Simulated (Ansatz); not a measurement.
# Calculations on GeSiH₄Cl₃

Part 1: Relaxation

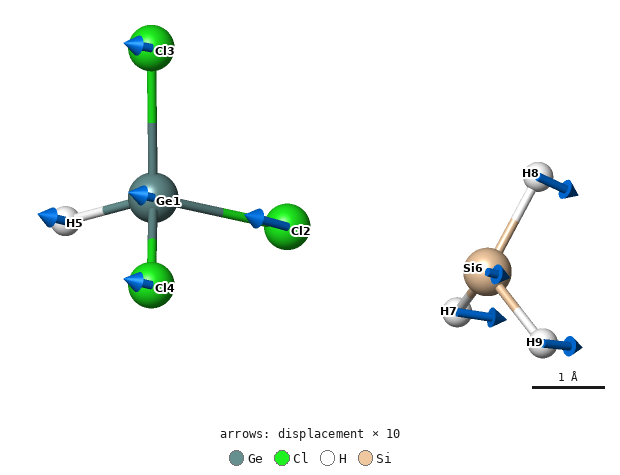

A relaxation of GeSiH4Cl3 (multiplicity 2). The starting structure is drawn; blue arrows show the displacements, 10 times their true length. The two geometries are superimposed by the best rigid fit.

A ball-and-stick model, seen at a tilt.

The run prepares an end point of a later path (reaction) calculation, from a guessed geometry.

Computed with Ansatz, UKS PBE/def2-SVP. Set-up: collinear spin; force threshold 0.03 eV/Å; at most 50 steps.

Question: Describe the change and its energy.

Answer: The energy falls by 0.23 kcal/mol in 2 geometry steps. The largest force component goes from 0.39 to 0.011 eV/Å. The largest moves after the best rigid fit, 0.078 Å, are those of Cl2 and H7. By element the largest moves are Cl 0.078 Å, H 0.077 Å, Ge 0.042 Å, Si 0.040 Å. Some distances before and after: Ge1–Cl2 2.207 → 2.172 Å.

Limits of the set-up: the start holds two separate molecules, 3.3 Å apart at their closest, whose relative position is a soft coordinate and is computed without a dispersion correction.

Part 2: Relaxation

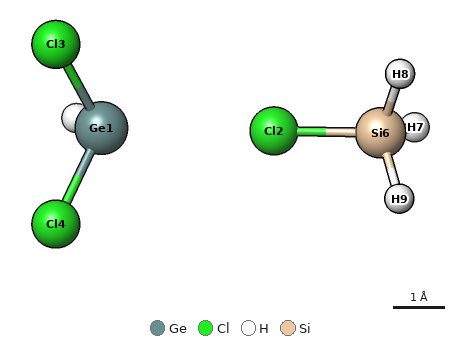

Starting structure of GeSiH4Cl3 (multiplicity 2). The picture is a ball-and-stick view, seen face on.

The run prepares an end point of a later path (reaction) calculation, from a guessed geometry.

The calculation used UKS PBE/def2-SVP in Ansatz.

Input
```yaml
crystal:
  periodic: [false, false, false]
  atoms:
    - { symbol: Ge, position_ang: [0.004595, 0.00678, -0.36037] }
    - { symbol: Cl, position_ang: [-0.011198, -0.018758, 3.059459] }
    - { symbol: Cl, position_ang: [2.061654, 0.005499, -1.129081] }
    - { symbol: Cl, position_ang: [-1.025128, 1.787559, -1.129072] }
    - { symbol: H, position_ang: [-0.712718, -1.235719, -1.043435] }
    - { symbol: Si, position_ang: [-0.00121, -0.001981, 5.177396] }
    - { symbol: H, position_ang: [-0.767307, -1.19487, 5.666041] }
    - { symbol: H, position_ang: [1.420535, -0.066084, 5.648569] }
    - { symbol: H, position_ang: [-0.651325, 1.264274, 5.647892] }
magnetization:
  spin_polarized: true
  initial_magnetization: 1
basis:
  gaussian: { orbitals: def2-SVP }
hamiltonian:
  xc: pbe
relax:
  f_tol: 0.03
  max_steps: 50
```

Launched with:
```bash
ansatz run input.yaml --threads 4 --pin off --max-ram 5120MiB --backend cpu --events-out ev --progress --plain --runs-dir out
```

Question: What does the optimiser find from here?

Answer: Over 2 geometry steps the energy falls by 0.007 eV. Largest force component: 0.4 eV/Å at the start, 0.013 eV/Å at the end. The atom that moves furthest after the best rigid fit is Cl2 (0.072 Å). By element the largest moves are Cl 0.072 Å, Ge 0.067 Å, H 0.049 Å, Si 0.045 Å. Near-neighbour distances that change, for instance: Ge1–Cl2 3.420 → 3.559 Å, Cl2–Si6 2.118 → 2.091 Å, Ge1–H5 1.589 → 1.582 Å.

Final geometry:

```xyz
9

Ge    0.0070    0.0109   -0.4269
Cl   -0.0150   -0.0254    3.1314
Cl    2.0593    0.0119   -1.1993
Cl   -1.0184    1.7886   -1.1993
H    -0.7111   -1.2329   -1.0907
Si   -0.0028   -0.0047    5.2221
H    -0.7680   -1.1961    5.7153
H     1.4192   -0.0679    5.6929
H    -0.6522    1.2622    5.6919
```

The end point in the same view:

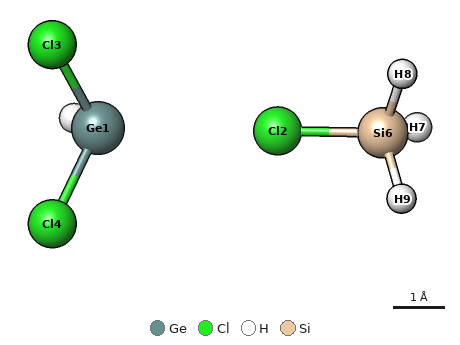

Limits of the set-up: the start holds two separate molecules, 3.4 Å apart at their closest, whose relative position is a soft coordinate and is computed without a dispersion correction.

Part 3: Path

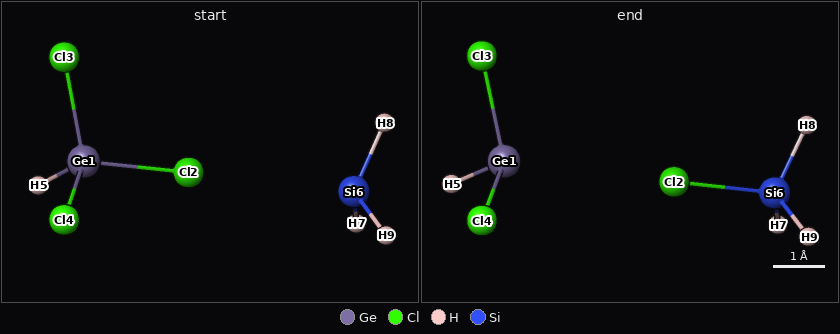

The two relaxed end points of a path for GeSiH$_{4}$Cl$_{3}$ (multiplicity 2), made up at the start of GeHCl₃ and SiH3. A ball-and-stick model, seen from a free direction.

Theory: UKS PBE/def2-SVP in Ansatz.

Run with 7 movable images; climbing image; force threshold 0.05 eV/Å; iteration limit 60.

Start:
```xyz
9

Ge    0.0012    0.0011   -0.2810
Cl    0.0146    0.0248    1.8905
Cl    2.0432    0.0261   -0.9868
Cl   -0.9982    1.7819   -0.9872
H    -0.7252   -1.2572   -0.8028
Si   -0.0058   -0.0099    5.3381
H    -0.7789   -1.2136    5.8020
H     1.4291   -0.0747    5.7827
H    -0.6620    1.2680    5.7818
```

End:
```xyz
9

Ge    0.0073    0.0114   -0.4269
Cl   -0.0151   -0.0256    3.1313
Cl    2.0597    0.0126   -1.1991
Cl   -1.0180    1.7893   -1.1991
H    -0.7107   -1.2322   -1.0910
Si   -0.0031   -0.0052    5.2220
H    -0.7684   -1.1967    5.7150
H     1.4188   -0.0685    5.6930
H    -0.6526    1.2616    5.6921
```

Question: What barrier does the band find between them, and by what path?

Answer: The energy climbs by 0.06 eV to image 3 and then falls by 0.65 eV, so the end point sits at −0.59 eV. Breaking: Ge1–Cl2 (2.17 → 2.29 at the top → 3.56 Å). Forming: Cl2–Si6 (3.45 → 2.70 at the top → 2.09 Å). The band converged in 9 iterations, with a climbing image at the top. At the top, the vibrational analysis gives one imaginary mode (160i cm⁻¹), as a transition state must have.

Energies of the converged images:

```
image  path (Å)  E (eV)
    0      0.00   0.000
    1      0.33   0.006
    2      0.66   0.026
    3      0.99   0.056
    4      1.39  -0.326
    5      1.80  -0.541
    6      2.21  -0.584
    7      2.61  -0.594
    8      3.02  -0.590
```

The geometry at the top of the path:

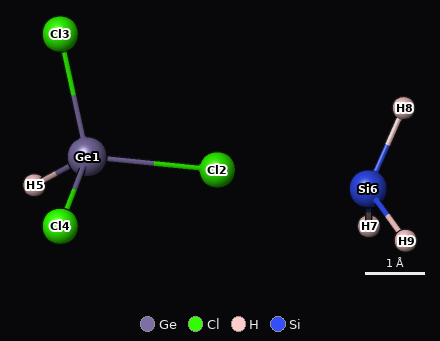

Limits of the set-up: the start holds two separate molecules, 3.4 Å apart at their closest, whose relative position is a soft coordinate and is computed without a dispersion correction.

The run took 2.1 min on 4 threads of Arm Neoverse V2 (shared host), peak memory 0.22 GiB.
